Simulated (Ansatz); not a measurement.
# CHOSi (SMILES O=C=[SiH+]) (charge +1): what the fields show

Input file:

```
crystal:
  periodic: [false, false, false]
  atoms:
    - symbol: C
      position_ang: [1.466698, -0.032695, -0.290830]
    - symbol: O
      position_ang: [2.336284, -0.510771, -0.804797]
    - symbol: Si
      position_ang: [0.034447, 0.963459, 0.847646]
    - symbol: H
      position_ang: [-0.920179, 0.356006, -0.172928]
basis:
  gaussian:
    orbitals: def2-TZVPD
total_charge: 1
output: {forces: true, orbitals: {seedname: orbitals}}
hamiltonian:
  xc: pbe0
```

Run with:

```sh
ansatz run input.yaml --threads 1 --pin off --max-ram 2610MiB --events-out events.jsonl --progress --plain --runs-dir runs
```

Geometry: PBE0-D3(BJ)/def2-SVP.

Level of theory: Ansatz, isolated molecule in a Gaussian basis; Kohn-Sham density functional theory, functional PBE0.

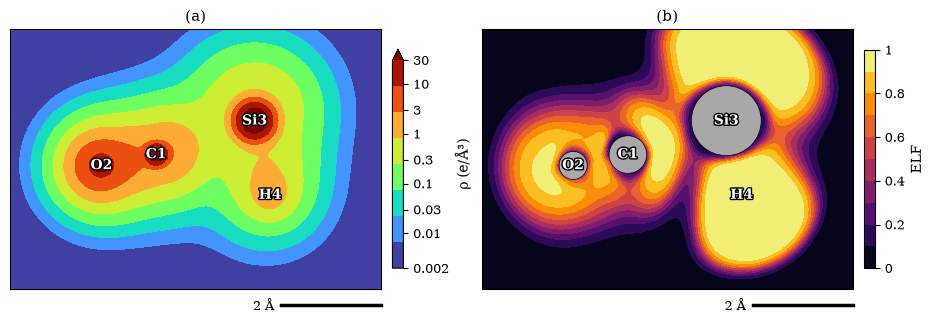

Figure 1. (a) total electron density; (b) ELF on the molecular plane. Grey discs cover the atomic cores in the ELF map.

What does the map show?

The section cuts through C, O, Si and H sites. C–O (1.12 Å): ρ is about 4.3 e/Å³ halfway; the ELF peaks at about 0.85 between the atoms (a short, multiple covalent bond). C–Si (2.08 Å): ρ is about 0.58 e/Å³ halfway, with its minimum of 0.47 e/Å³ about 1.3 Å from C; the ELF peaks at about 1 between the atoms, as expected for a shared electron pair. Si–H (1.52 Å): ρ at the midpoint is about 0.83 e/Å³; the ELF climbs to about 1 towards the hydrogen, as it does in any bond to H. The ELF also peaks beside O2 and Si3, away from the bonds: lone-pair regions.

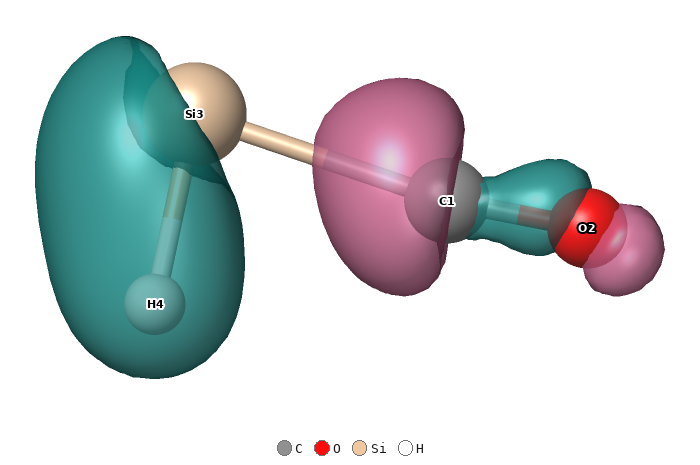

Figure 2. The HOMO−1 at ±0.2 Å⁻³ᐟ² (teal and pink are the two phases), seen across its widest extent.

What is the character of this orbital?

By Hirshfeld shares it lies mainly on Si3 (about 45 %), C1 (about 25 %), H4 (about 20 %) and O2 (about 5 %); it is symmetric in the molecular plane (an in-plane orbital: σ, lone-pair or in-plane π type). Its energy is −17.74 eV.

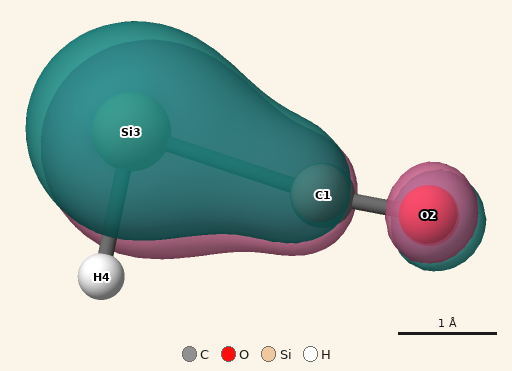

Figure 3. The LUMO at ±0.15 Å⁻³ᐟ² (teal and pink are the two phases), seen across its widest extent.

What is the character of this orbital?

It lies mainly on Si3 (about 70 %), C1 (about 20 %) and O2 (about 10 %); it changes sign across the molecular plane (π type); π-antibonding (a node) across C1–O2. Its energy is −10.23 eV.
